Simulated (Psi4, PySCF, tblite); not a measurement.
Intermolecular potential of HCl ··· H4Si (SMILES Cl and [SiH4]). Monomers: optimised at B3LYP-D3(BJ) (def2-TZVP), held rigid. Orientation: a random orientation, not optimised. Only R, the distance of the centres of mass, is varied, so the lowest point isn't the relaxed dimer.

Geometry at R = 4.35 Å (first 2 atoms: monomer A):
```
7

Cl     0.6410     0.0000     0.0000
H     -0.6410     0.0000     0.0000
Si    -2.1103     0.9947     3.2492
H     -0.8790     1.0259     2.4280
H     -2.1808     2.2182     4.0795
H     -2.0878    -0.1969     4.1272
H     -3.2936     0.9317     2.3620
```

- SAPT0/jun-cc-pVDZ, frozen core (Psi4)
- GFN2-xTB (tblite)
- PBE-D3(BJ)/def2-TZVP, counterpoise-corrected (Psi4)
- CCSD(T)/aug-cc-pVDZ = DF-CCSD(T)/aug-cc-pVDZ, frozen core, counterpoise-corrected run with Psi4 1.11
- RKS-B3LYP/6-31G* = restricted B3LYP/6-31G*, spherical d, no counterpoise correction in PySCF

Interaction energies in kJ/mol (negative: bound); R is the distance of the centres of mass, d the H2···H4 distance.

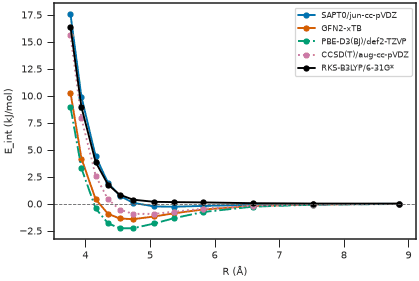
Interaction energy against separation.

```tsv
R / Å	d / Å	SAPT0/jun-cc-pVDZ	GFN2-xTB	PBE-D3(BJ)/def2-TZVP	CCSD(T)/aug-cc-pVDZ	RKS-B3LYP/6-31G*
3.77	2.19	17.55	10.28	8.95	15.60	16.39
3.94	2.32	9.88	4.18	3.27	7.89	8.92
4.16	2.49	4.37	0.39	-0.45	2.58	3.84
4.35	2.65	1.94	-0.93	-1.82	0.41	1.77
4.53	2.80	0.74	-1.38	-2.28	-0.54	0.83
4.74	2.98	0.07	-1.44	-2.28	-0.95	0.36
5.07	3.27	-0.26	-1.19	-1.83	-0.94	0.17
5.37	3.54	-0.29	-0.89	-1.35	-0.75	0.14
5.82	3.95	-0.21	-0.54	-0.78	-0.47	0.11
6.59	4.68	-0.10	-0.22	-0.28	-0.20	0.04
7.52	5.57	-0.04	-0.08	-0.10	-0.08	0.01
8.86	6.87	-0.01	-0.02	-0.03	-0.03	0.00
```

Lowest grid point: SAPT0/jun-cc-pVDZ -0.29 kJ/mol at R = 5.37 Å; GFN2-xTB -1.44 kJ/mol at R = 4.74 Å; PBE-D3(BJ)/def2-TZVP -2.28 kJ/mol at R = 4.74 Å; CCSD(T)/aug-cc-pVDZ -0.95 kJ/mol at R = 4.74 Å; RKS-B3LYP/6-31G* 0.00 kJ/mol at R = 8.86 Å.
